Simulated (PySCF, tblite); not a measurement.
# C₂H₁₃NSSi₄: geometry, infrared bands and NMR shifts

What infrared bands and NMR shifts should C₂H₁₃NSSi₄ (`C[SiH2]S[Si@@H]1NC[Si@@H]1[SiH3]`) show?

Computed with tblite 0.8.0 and PySCF 2.14.0, with density-fitted response routines of our own, on a single molecule in the gas phase. Atoms are numbered from 0 throughout.

## (1) Starting geometry

21 atoms, charge 0, multiplicity 1; geometry from: force field or distance geometry start.

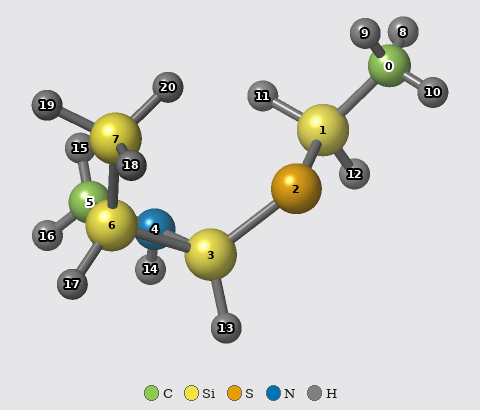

The starting geometry (carbon green, silicon yellow, sulfur amber, nitrogen blue, hydrogen grey), atoms numbered.

## (2) Optimising the geometry with GFN2-xTB

The job: settings as JSON, then the geometry in Å.

```
{"job": {"kind": "relax", "xc": "GFN2-xTB", "basis": "xTB"}, "charge": 0, "multiplicity": 1}
C      3.841300     0.294400    -1.227200
Si     2.602100    -0.245500     0.061100
S      1.165600     1.304800     0.264300
Si    -0.473200     0.719900     1.491700
N     -0.765000    -1.041200     1.617800
C     -1.941800    -1.434700     0.864800
Si    -2.398100     0.327200     0.470500
Si    -2.487400     0.852600    -1.672800
H      4.581600    -0.494100    -1.415700
H      3.265600     0.459500    -2.169500
H      4.260600     1.268300    -0.945900
H      1.978000    -1.518000    -0.311500
H      3.357500    -0.473100     1.333900
H     -0.595100     1.465300     2.741700
H     -0.757000    -1.319300     2.620000
H     -1.759500    -2.089400     0.015500
H     -2.674200    -1.887000     1.578200
H     -3.571100     0.820300     1.217000
H     -2.895800     2.261700    -1.814400
H     -3.525700     0.037700    -2.346600
H     -1.217300     0.707600    -2.373200
```

The run is started by

```bash
OMP_NUM_THREADS=1 python probes_run.py task.json out
```

This one command runs all jobs of the session in turn.

Log:

```text
step      E/eV     max force
  0    -652.44416    2.911
  1    -652.74981    1.304
  2    -652.90848    0.869
  3    -653.02577    0.716
  4    -653.10742    0.615
  5    -653.15986    0.508
  6    -653.20248    0.575
  7    -653.24525    0.588
  8    -653.29203    0.461
  9    -653.34170    0.474
 10    -653.38709    0.396
 11    -653.42291    0.389
 12    -653.44604    0.379
 13    -653.46254    0.284
 14    -653.47685    0.351
 15    -653.48461    0.716
 16    -653.49691    0.272
 17    -653.50553    0.271
 18    -653.51209    0.287
 19    -653.51725    0.193
 20    -653.52362    0.201
 21    -653.52981    0.191
 22    -653.53525    0.183
 23    -653.53963    0.169
 24    -653.54308    0.128
 25    -653.54545    0.189
 26    -653.54768    0.152
 27    -653.54964    0.125
 28    -653.55274    0.101
 29    -653.55475    0.131
 30    -653.55858    0.222
 31    -653.56283    0.261
 32    -653.56834    0.240
 33    -653.57310    0.156
 34    -653.57630    0.137
 35    -653.57827    0.141
 36    -653.58004    0.108
 37    -653.58176    0.096
 38    -653.58338    0.095
 39    -653.58483    0.124
 40    -653.58622    0.142
 41    -653.58781    0.130
 42    -653.58987    0.137
 43    -653.59228    0.171
 44    -653.59456    0.137
 45    -653.59617    0.081
 46    -653.59713    0.061
 47    -653.59790    0.079
 48    -653.59874    0.094
 49    -653.59951    0.072
 50    -653.60011    0.065
 51    -653.60056    0.051
 52    -653.60097    0.052
 53    -653.60144    0.064
 54    -653.60192    0.073
 55    -653.60231    0.056
 56    -653.60257    0.041
 57    -653.60282    0.050
 58    -653.60319    0.063
 59    -653.60369    0.066
 60    -653.60422    0.067
 61    -653.60459    0.052
 62    -653.60481    0.039
 63    -653.60500    0.029
 64    -653.60523    0.037
 65    -653.60554    0.054
 66    -653.60586    0.047
 67    -653.60612    0.033
 68    -653.60629    0.028
 69    -653.60642    0.025
 70    -653.60654    0.031
 71    -653.60671    0.040
 72    -653.60694    0.039
 73    -653.60713    0.034
 74    -653.60727    0.023
 75    -653.60738    0.026
 76    -653.60750    0.025
 77    -653.60764    0.029
 78    -653.60780    0.027
 79    -653.60800    0.041
 80    -653.60824    0.052
 81    -653.60855    0.051
 82    -653.60893    0.046
 83    -653.60937    0.044
 84    -653.60982    0.045
 85    -653.61025    0.041
 86    -653.61067    0.041
 87    -653.61113    0.044
 88    -653.61167    0.052
 89    -653.61236    0.056
 90    -653.61318    0.072
 91    -653.61403    0.072
 92    -653.61472    0.046
 93    -653.61492    0.078
 94    -653.61564    0.053
 95    -653.61608    0.050
 96    -653.61735    0.055
 97    -653.61809    0.061
 98    -653.61873    0.048
 99    -653.61915    0.038
100    -653.61940    0.036
101    -653.61972    0.039
102    -653.62015    0.041
103    -653.62070    0.066
104    -653.62133    0.064
105    -653.62192    0.060
106    -653.62239    0.035
107    -653.62270    0.047
108    -653.62294    0.038
109    -653.62320    0.035
110    -653.62357    0.038
111    -653.62395    0.044
112    -653.62428    0.045
113    -653.62458    0.038
114    -653.62488    0.055
115    -653.62525    0.055
116    -653.62569    0.051
117    -653.62640    0.056
118    -653.62688    0.056
119    -653.62786    0.066
120    -653.62880    0.060
121    -653.62973    0.074
122    -653.62984    0.130
123    -653.63135    0.083
124    -653.63220    0.061
125    -653.63352    0.061
126    -653.63433    0.087
127    -653.63515    0.069
128    -653.63599    0.060
129    -653.63678    0.060
130    -653.63744    0.071
131    -653.63810    0.052
132    -653.63871    0.053
133    -653.63904    0.046
134    -653.63948    0.046
135    -653.63989    0.037
136    -653.64025    0.044
137    -653.64059    0.042
138    -653.64091    0.039
139    -653.64139    0.038
140    -653.64190    0.047
141    -653.64233    0.031
142    -653.64256    0.038
143    -653.64285    0.037
144    -653.64316    0.035
145    -653.64354    0.043
146    -653.64397    0.055
147    -653.64448    0.058
148    -653.64499    0.061
149    -653.64552    0.061
150    -653.64615    0.044
151    -653.64706    0.079
152    -653.64776    0.097
153    -653.64869    0.090
154    -653.64907    0.089
155    -653.64975    0.066
156    -653.65024    0.068
157    -653.65119    0.056
158    -653.65182    0.056
159    -653.65251    0.048
160    -653.65287    0.041
161    -653.65306    0.025
162    -653.65320    0.024
163    -653.65328    0.038
164    -653.65337    0.015
165    -653.65342    0.014
166    -653.65348    0.015
167    -653.65354    0.019
168    -653.65361    0.017
169    -653.65366    0.013
170    -653.65369    0.009
```

It took 4.2 s on 1 thread of Arm Neoverse N1, shared host; peak memory 0.18 GiB.

Along the way: (not every step is listed)

```csv
step,energy from step 0 (eV),largest force (eV/Å)
0,0.0000,2.9115
1,-0.3057,1.3037
2,-0.4643,0.8693
3,-0.5816,0.7157
4,-0.6633,0.6146
5,-0.7157,0.5081
6,-0.7583,0.5750
7,-0.8011,0.5884
8,-0.8479,0.4614
23,-1.0955,0.1693
38,-1.1392,0.0947
53,-1.1573,0.0643
68,-1.1621,0.0280
83,-1.1652,0.0437
98,-1.1746,0.0483
113,-1.1804,0.0379
128,-1.1918,0.0605
143,-1.1987,0.0371
158,-1.2077,0.0558
165,-1.2093,0.0145
166,-1.2093,0.0145
167,-1.2094,0.0192
168,-1.2094,0.0168
169,-1.2095,0.0135
170,-1.2095,0.0090
```

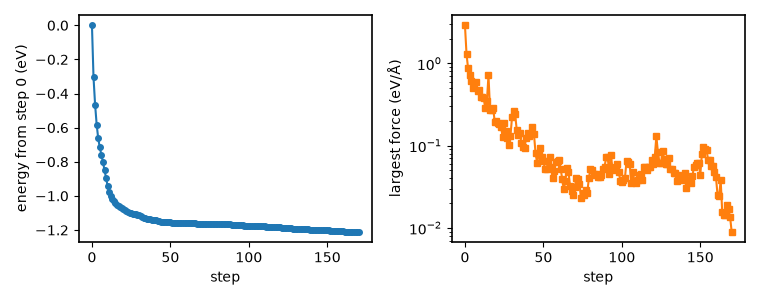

Energy and largest force along the relaxation.

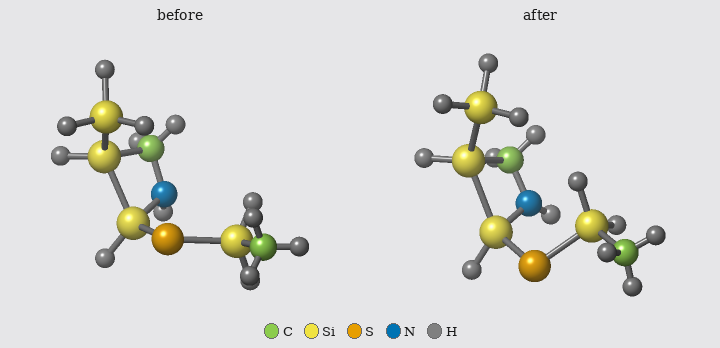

Before and after, at one scale.

Distances of close pairs at the start and the end, largest changes first:

```csv
bond,before (Å),after (Å),change (Å)
Si3–Si6,2.214,2.333,+0.119
Si6–Si7,2.209,2.317,+0.109
C5–Si6,1.862,1.937,+0.075
Si3–N4,1.790,1.718,-0.072
S2–Si3,2.129,2.168,+0.038
Si1–H12,1.497,1.461,-0.036
N4–H14,1.040,1.008,-0.032
C0–H9,1.117,1.086,-0.031
```

The final coordinates are the input of the step that follows.

## (3) Vibrational analysis with GFN2-xTB

The job: settings as JSON, then the geometry in Å.

```
{"job": {"kind": "ir", "xc": "GFN2-xTB", "basis": "xTB"}, "charge": 0, "multiplicity": 1}
C      3.832910     0.363450    -1.017407
Si     2.156897    -0.150286    -0.313367
S      1.589950     1.405036     1.042515
Si    -0.381967     0.830452     1.735430
N     -0.576259    -0.876115     1.743136
C     -1.876390    -1.220702     1.185351
Si    -2.274553     0.508861     0.409862
Si    -2.475837     0.498009    -1.898707
H      4.227131    -0.403679    -1.676466
H      3.754414     1.285786    -1.585157
H      4.555007     0.528991    -0.223289
H      1.134476    -0.254006    -1.354662
H      2.255376    -1.410139     0.420456
H     -0.374900     1.512328     3.034875
H     -0.113963    -1.571656     2.307191
H     -1.782458    -2.056470     0.485756
H     -2.581995    -1.527515     1.964929
H     -3.486496     1.009744     1.095195
H     -3.075338     1.755116    -2.353379
H     -3.327186    -0.579408    -2.416505
H     -1.187742     0.369146    -2.586232
```

Log:

```text
mode    cm-1     km/mol
  1     -34.2      0.07
  2      20.8      0.50
  3      33.2      2.17
  4      53.0      0.38
  5      63.9      0.92
  6      96.6      1.37
  7     107.0      0.15
  8     122.2      8.02
  9     142.1      3.38
 10     154.1      1.68
 11     218.1      6.49
 12     322.3     20.81
 13     385.9     10.93
 14     420.1     22.16
 15     444.6     36.43
 16     447.3     36.24
 17     459.0     52.28
 18     491.6    294.66
 19     502.0    106.52
 20     518.5     74.71
 21     527.2    188.35
 22     572.1      4.82
 23     574.5     50.35
 24     597.9    144.15
 25     677.0    194.13
 26     688.5    130.53
 27     712.3    125.06
 28     756.5    251.10
 29     768.2     64.54
 30     784.1    263.12
 31     785.7    224.12
 32     808.0    140.33
 33     818.1    127.08
 34     828.7     49.14
 35     839.4    273.38
 36     867.1    163.80
 37    1073.0     23.36
 38    1137.4      6.29
 39    1162.0     36.69
 40    1322.1     35.10
 41    1370.8     16.34
 42    1480.3      0.35
 43    1481.4      0.22
 44    1499.4      1.12
 45    2085.4    349.06
 46    2172.9    291.75
 47    2215.6    351.67
 48    2230.2    362.03
 49    2240.8    236.75
 50    2250.1    219.29
 51    2274.0    163.35
 52    2883.4     68.99
 53    2925.0     43.35
 54    3040.2     20.85
 55    3043.2     36.45
 56    3044.4      8.25
 57    3443.1     11.46
```

Wall time 2.7 s (1 thread of Arm Neoverse N1, shared host); peak memory 0.18 GiB.

Which atoms move in the most intense modes:

```csv
cm⁻¹,km/mol,atoms
492,294.7,"H14 33 %, H17 15 %, S2 14 %, Si1 13 %"
756,251.1,"H16 27 %, H15 22 %, C5 14 %"
784,263.1,"H11 26 %, H12 25 %, Si1 11 %"
839,273.4,"H8 38 %, C0 14 %, H10 14 %"
2085,349.1,H17 96 %
2173,291.8,H13 96 %
2216,351.7,H19 91 %
2230,362.0,"H20 75 %, H11 12 %"
```

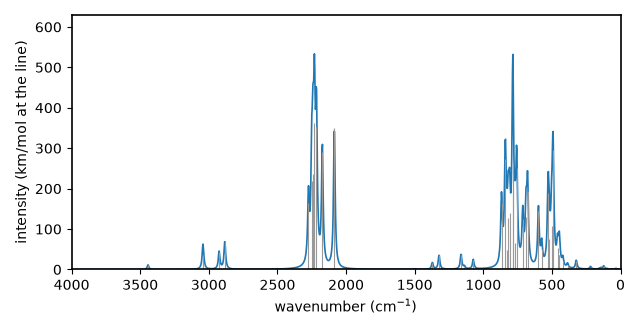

The infrared spectrum from these modes, unscaled. Lines are broadened to a width of 14 cm⁻¹ (Lorentzian).

## (4) NMR shieldings: PBE0/pcSseg-1

Same as in step 3 but for these lines:

```diff
@@ -1,2 +1,2 @@
-{"job": {"kind": "ir", "xc": "GFN2-xTB", "basis": "xTB"}, "charge": 0, "multiplicity": 1}
+{"job": {"kind": "nmr", "xc": "PBE0", "basis": "pcSseg-1"}, "charge": 0, "multiplicity": 1}
 C      3.832910     0.363450    -1.017407
```

Method: GIAO PBE0/pcSseg-1 NMR shielding, non-relativistic, gas phase.

Log:

```text
coarse grid: 19416 points
cycle   1  E = -1694.0316067023  dE =  5.125e-01  |g| = 5.141e-01  |ddm| = 4.198e+00
cycle   2  E = -1693.9919181972  dE =  3.969e-02  |g| = 6.597e-01  |ddm| = 1.296e+00
cycle   3  E = -1694.0968291715  dE = -1.049e-01  |g| = 8.867e-02  |ddm| = 7.945e-01
cycle   4  E = -1694.0983369872  dE = -1.508e-03  |g| = 3.853e-02  |ddm| = 1.347e-01
cycle   5  E = -1694.0986925284  dE = -3.555e-04  |g| = 5.629e-03  |ddm| = 5.152e-02
cycle   6  E = -1694.0986995882  dE = -7.060e-06  |g| = 2.218e-03  |ddm| = 1.154e-02
final grid: 162696 points
cycle   7  E = -1694.1417446651  dE = -2.614e-05  |g| = 8.595e-03  |ddm| = 2.879e-02
cycle   8  E = -1694.1417289904  dE =  1.567e-05  |g| = 1.148e-02  |ddm| = 2.014e-02
cycle   9  E = -1694.1417625842  dE = -3.359e-05  |g| = 1.177e-03  |ddm| = 1.276e-02
cycle  10  E = -1694.1417628808  dE = -2.966e-07  |g| = 3.277e-04  |ddm| = 1.531e-03
cycle  11  E = -1694.1417629050  dE = -2.422e-08  |g| = 4.727e-05  |ddm| = 3.439e-04
cycle  12  E = -1694.1417629056  dE = -5.421e-10  |g| = 1.948e-05  |ddm| = 8.818e-05
converged SCF energy = -1694.1417629056

GIAO shielding tensors (ppm)
atom      isotropic    diamagn.    paramagn.     s11        s22        s33       span
  0 C      190.922     253.010     -62.088    186.883    188.242    197.642     10.759
  1 Si     381.186     882.118    -500.932    348.201    379.331    416.027     67.825
  2 S      714.442    1062.179    -347.737    585.107    702.076    856.144    271.037
  3 Si     344.381     879.513    -535.133    293.162    340.897    399.084    105.922
  4 N      213.056     325.213    -112.157    160.995    200.905    277.270    116.274
  5 C      151.950     249.497     -97.547    131.377    138.038    186.436     55.060
  6 Si     399.483     881.088    -481.606    327.190    396.854    474.405    147.215
  7 Si     461.299     880.253    -418.954    444.415    458.626    480.857     36.443
  8 H       31.413      28.675       2.738     26.524     27.944     39.771     13.247
  9 H       31.161      30.366       0.796     26.417     29.317     37.750     11.333
 10 H       31.195      28.607       2.588     26.188     29.330     38.067     11.879
 11 H       26.549      33.163      -6.614     21.320     26.746     31.581     10.261
 12 H       26.795      32.296      -5.501     22.182     26.628     31.576      9.394
 13 H       25.251      28.928      -3.677     20.574     24.145     31.032     10.458
 14 H       30.966      34.012      -3.046     21.786     28.909     42.202     20.416
 15 H       28.579      32.175      -3.596     24.944     26.296     34.497      9.553
 16 H       28.254      29.269      -1.014     23.810     26.259     34.694     10.883
 17 H       27.005      29.672      -2.666     23.692     25.172     32.151      8.460
 18 H       28.135      28.509      -0.374     24.738     25.473     34.193      9.454
 19 H       27.964      28.425      -0.461     24.591     25.461     33.840      9.249
 20 H       27.769      29.623      -1.855     23.319     27.308     32.679      9.360
```

Wall time 1.9 min (1 thread of Arm Neoverse N1, shared host); peak memory 1.1 GiB.

The references, computed at this level on geometries of the same kind, shield at (ppm): 1H TMS 31.72, 13C TMS 186.9, 29Si TMS 349.2, 15N NH3 267.7, 33S CS2 504. Their shielding less the atom's gives the shift. The references are single molecules in the gas phase, so shifts against H2O, NH3, PH3, H3PO4 or CFCl3 are not on the usual liquid scales and can be off by tens of ppm. Atoms listed in one row are averaged.

```csv
atoms,environment,σ (ppm),δ (ppm),δ scaled to CDCl3
C5,sp3 CH2 bonded to N and Si,152.0,35.0,32.2
C0,methyl carbon bonded to Si,190.9,-4.0,-5.8
H13,"hydrogen on a silicon bonded to N, S, Si, in a 4-membered ring",25.25,6.47,–
H11,"hydrogen on a silicon bonded to C, S",26.55,5.17,–
H12,"hydrogen on a silicon bonded to C, S",26.80,4.92,–
H17,"hydrogen on a silicon bonded to C, 2 Si, in a 4-membered ring",27.01,4.71,–
"H18, H19, H20",hydrogen on a silicon bonded to Si,27.96,3.76,–
H16,hydrogen on an sp3 CH2 bonded to N and Si,28.25,3.46,3.37
H15,hydrogen on an sp3 CH2 bonded to N and Si,28.58,3.14,3.06
H14,"hydrogen on a nitrogen bonded to C, Si, in a 4-membered ring",30.97,0.75,–
"H8, H9, H10",hydrogen on a methyl carbon bonded to Si,31.26,0.46,0.54
Si3,"silicon bonded to N, S, Si, H, in a 4-membered ring",344.4,4.8,–
Si1,"silicon bonded to C, S, 2 H",381.2,-32.0,–
Si6,"silicon bonded to C, 2 Si, H, in a 4-membered ring",399.5,-50.3,–
Si7,"silicon bonded to Si, 3 H",461.3,-112.1,–
S2,sulfur bonded to 2 Si,714,-211,–
N4,"nitrogen bonded to C, Si, H, in a 4-membered ring",213.1,54.7,–
```

The scaled column applies a straight-line fit of computed shieldings to shifts measured in CDCl3, with any fitted terms for Cl, Br or S neighbours (root-mean-square error 0.16 ppm for H, 1.9 ppm for C).

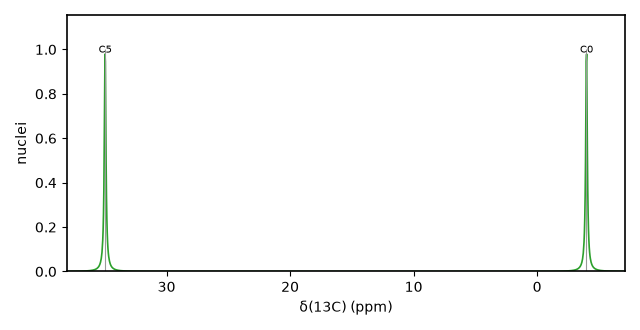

13C lines at the computed shifts, without couplings. Lines are broadened to a width of 0.16 ppm (Lorentzian).

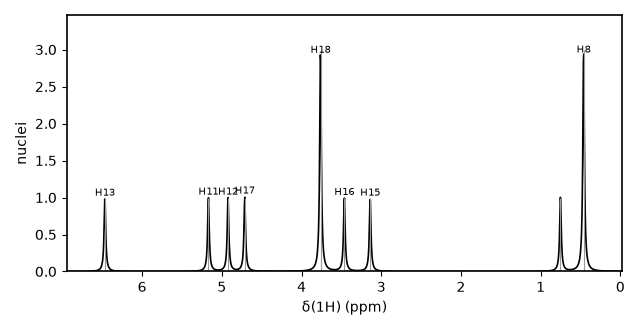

1H lines at the computed shifts, without couplings. Lines are broadened to a width of 0.02 ppm (Lorentzian).

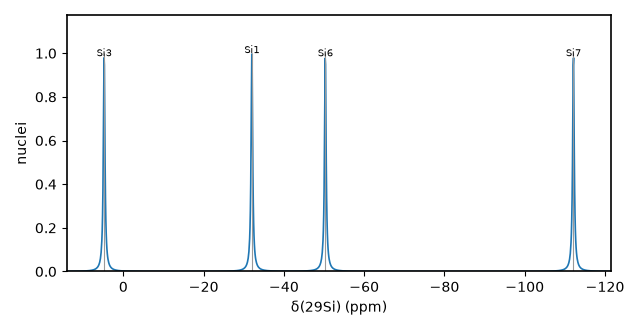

29Si lines at the computed shifts, without couplings. Lines are broadened to a width of 0.47 ppm (Lorentzian).

Charges from the same density, by scheme (e):

```csv
atoms,Mulliken,IAO,Hirshfeld,ESP fit
C0,-0.62,-0.72,-0.21,-0.60
Si1,0.61,0.72,0.32,0.64
S2,-0.55,-0.46,-0.21,-0.43
Si3,0.67,0.70,0.28,0.33
N4,-0.66,-0.67,-0.24,-0.50
C5,-0.24,-0.39,-0.11,-0.16
Si6,0.02,0.26,0.18,0.14
Si7,0.25,0.31,0.22,0.17
```

IAO charges:

C0 -0.72; Si1 0.72; S2 -0.46; Si3 0.70; N4 -0.67; C5 -0.39; Si6 0.26; Si7 0.31; H8 0.16; H9 0.16; H10 0.16; H11 -0.13; H12 -0.13; H13 -0.12; H14 0.26; H15 0.13; H16 0.13; H17 -0.09; H18 -0.10; H19 -0.09; H20 -0.09

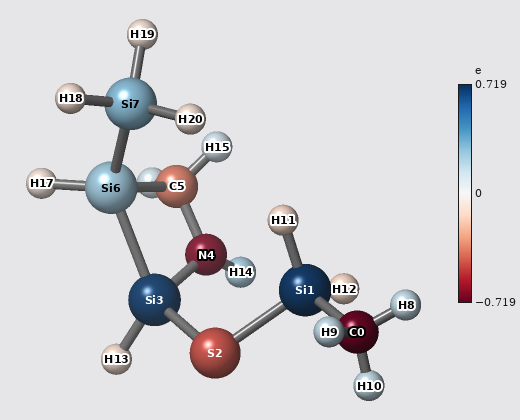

IAO charges, as colours on the atoms.

Mayer bond orders: C0–Si1 0.96, Si1–S2 0.93, S2–Si3 0.97, Si3–N4 0.99, N4–C5 0.94, C5–Si6 0.86, Si6–Si7 0.92, Si6–Si3 0.84.

Ring of atoms Si3, N4, C5, Si6: NICS(0) -3.2, NICS(1) -1.1, NICS(1)zz 2.6 ppm (means of both faces).

The fields below are evaluated on a grid from the run's orbitals.

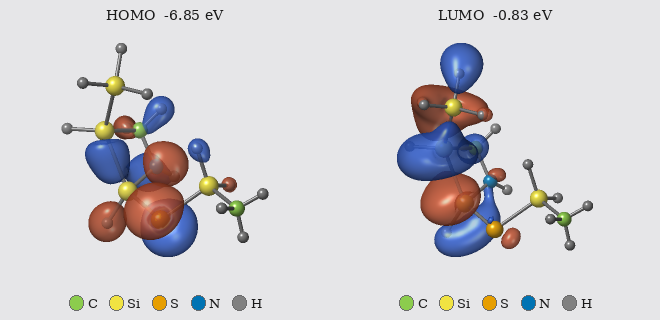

PBE0/pcSseg-1 orbitals near the gap, drawn at the value that encloses 70 % of each; the two colours are the two signs.

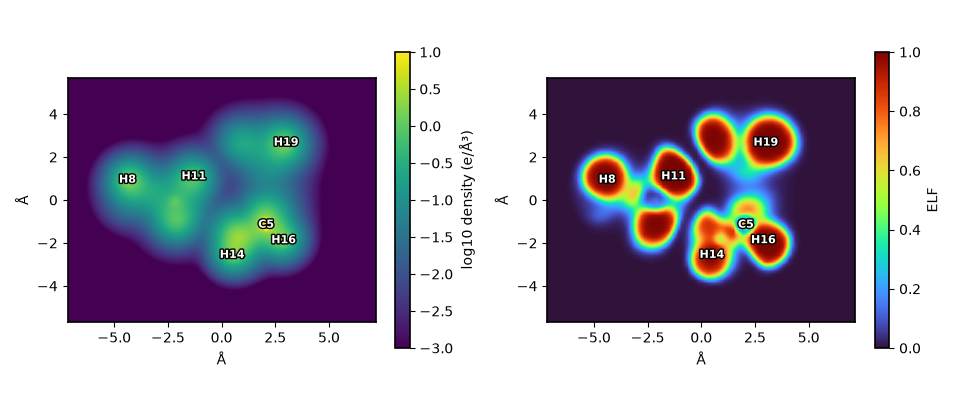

Density (left) and ELF (right) in a plane through or near 6 of the atoms.

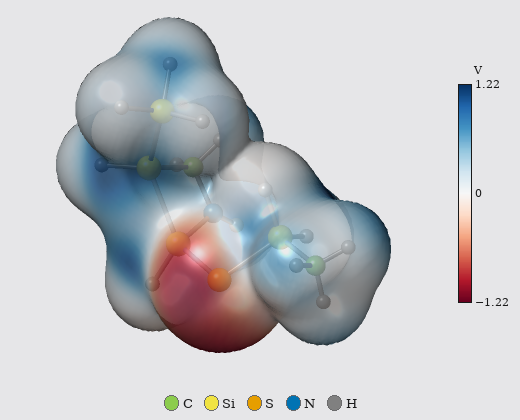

Electrostatic potential on the surface of density 0.002 e/bohr³; red is low, blue high. It runs from -1.06 V near S2 to 1.22 V near H14.

## (5) Results

| quantity | value |
| --- | --- |
| strongest single infrared mode (GFN2-xTB) | 2230 cm⁻¹, 362 km/mol |
| zero-point energy (GFN2-xTB) | 87.2 kcal/mol |
| 13C shifts against TMS (PBE0/pcSseg-1) | 35.0, -4.0 ppm |
| 1H shifts against TMS (PBE0/pcSseg-1, means over atoms taken as alike) | 6.47, 5.17, 4.92, 4.71, 3.76, 3.46, 3.14, 0.75, 0.46 ppm |
| 29Si shifts against TMS (PBE0/pcSseg-1) | 4.8, -32.0, -50.3, -112.1 ppm |
| 33S shifts against CS2 (PBE0/pcSseg-1) | -211 ppm |
| 15N shifts against NH3 (PBE0/pcSseg-1) | 54.7 ppm |
| surface potential, least and greatest | -1.06 V and 1.22 V |

Over 170 steps the energy fell by 1.210 eV; of the close pairs, Si3–Si6 changed most, 2.214 to 2.333 Å. The lowest mode is imaginary (34i cm⁻¹), so the xTB geometry is not a minimum. The strongest single mode, at 2230 cm⁻¹, moves mainly H20. GFN2-xTB is a fitted tight-binding method: band positions and strengths are rough. Its intensities can rank the bands wrongly. C5 (sp3 CH2 bonded to N and Si) lies farthest downfield among carbon, at 35.0 ppm; deshielded by the electronegative neighbour. At PBE0/pcSseg-1: The widest tensor belongs to S2: span 271 ppm, with a paramagnetic part of -348 ppm. By nearest atom (PBE0/pcSseg-1), the HOMO sits on S2 42 %; N4 20 % and the LUMO on Si6 27 %; Si3 16 %.
